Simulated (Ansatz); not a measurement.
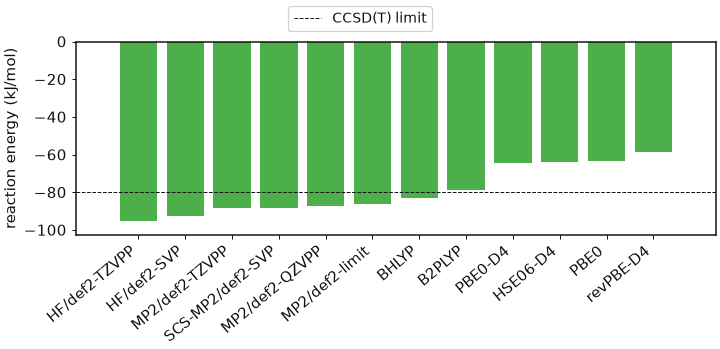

Electronic reaction energy of Si₂H₄F₂ (F[SiH](F)[SiH3]) + BNH₄ (BN) → BSiNH₄F₂ (BN[SiH](F)F) + SiH₄ ([SiH4]) (SMILES in brackets) at several levels (functionals in def2-TZVPP unless a basis is named), isolated molecules at PBE0-D4 triple-zeta geometries, minima by their frequencies, no zero-point or thermal terms, the Ansatz code. The line is frozen-core CCSD(T) at the basis limit (MP2 extrapolated from triple and quadruple zeta, plus CCSD(T) less MP2 in a smaller set). B2PLYP holds a correlation term that converges slowly with the basis, so part of the distance to the limit is basis error. No dispersion term is added to BHLYP, B2PLYP and PBE0. The distance of HF/def2-SVP, MP2/def2-TZVPP, SCS-MP2/def2-SVP and MP2/def2-QZVPP to the limit includes basis error.

Which level comes closest to the line (CCSD(T) limit), and which misses most?

Closest B2PLYP (−79.0 kJ/mol), against −79.9 kJ/mol; farthest revPBE-D4 (−58.9 kJ/mol).

Give the values.

```tsv
level	kJ/mol	less CCSD(T) limit
HF/def2-TZVPP	−95.1	−15.2
HF/def2-SVP	−92.7	−12.8
MP2/def2-TZVPP	−88.4	−8.5
SCS-MP2/def2-SVP	−88.3	−8.4
MP2/def2-QZVPP	−87.5	−7.7
MP2/def2-limit	−86.4	−6.5
BHLYP	−83.0	−3.1
B2PLYP	−79.0	0.9
PBE0-D4	−64.3	15.6
HSE06-D4	−64.1	15.7
PBE0	−63.2	16.7
revPBE-D4	−58.9	21.0
CCSD(T) limit	−79.9	0.0
```

Known limits of this run: one conformer of each flexible molecule.
